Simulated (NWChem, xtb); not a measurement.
**A ladder of methods for C2H7ClSi2 (SMILES [SiH3]/C=C\[SiH2]Cl)**

C2H7ClSi2 has 12 atoms, charge 0, and is taken as a singlet. SMILES: `[SiH3]/C=C\[SiH2]Cl`. The shape is that of a PBE0-D4/def2-TZVP optimisation. This is one conformer, not always the lowest.

| atom | x (Å) | y (Å) | z (Å) |
| --- | --- | --- | --- |
| Si | -1.5345 | 0.7223 | -0.7562 |
| C | -0.8316 | -0.9214 | -0.2134 |
| C | 0.3554 | -1.1364 | 0.3648 |
| Si | 1.6297 | 0.1486 | 0.8069 |
| Cl | 2.4434 | 0.9732 | -0.8979 |
| H | -0.6638 | 1.8363 | -0.3060 |
| H | -2.8949 | 0.8862 | -0.1777 |
| H | -1.6519 | 0.7491 | -2.2378 |
| H | -1.4613 | -1.7920 | -0.4074 |
| H | 0.6283 | -2.1655 | 0.6048 |
| H | 1.0667 | 1.2590 | 1.6088 |
| H | 2.7325 | -0.5047 | 1.5505 |

Each level gives the dipole moment (D). The values are calculated.

```
                             level             kind  program  value (D)
                          GFN2-xTB   semi-empirical      xtb       2.16
                          GFN0-xTB   semi-empirical      xtb       1.85
                          GFN1-xTB   semi-empirical      xtb       2.16
                         HF/STO-3G     Hartree–Fock   NWChem       2.94
                          HF/3-21G     Hartree–Fock   NWChem       3.26
                     M06-2X/STO-3G  hybrid meta-GGA   NWChem       2.72
B3LYP/6-31G* (spherical functions)    global hybrid   NWChem       2.26
B3LYP/6-31G* (Cartesian functions)    global hybrid   NWChem       2.26
```

The values span 1.85 to 3.26 D. Sets without polarisation functions give poor dipoles.

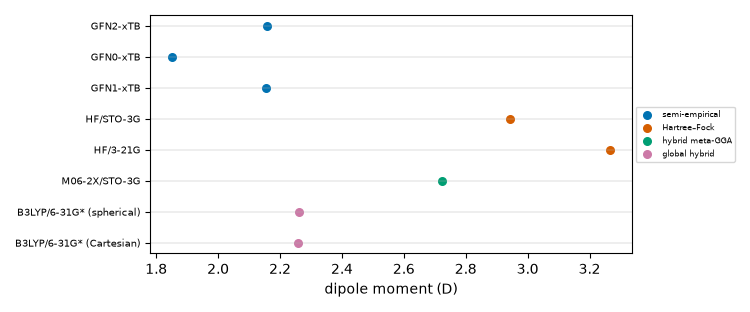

The values of the table, level by level.
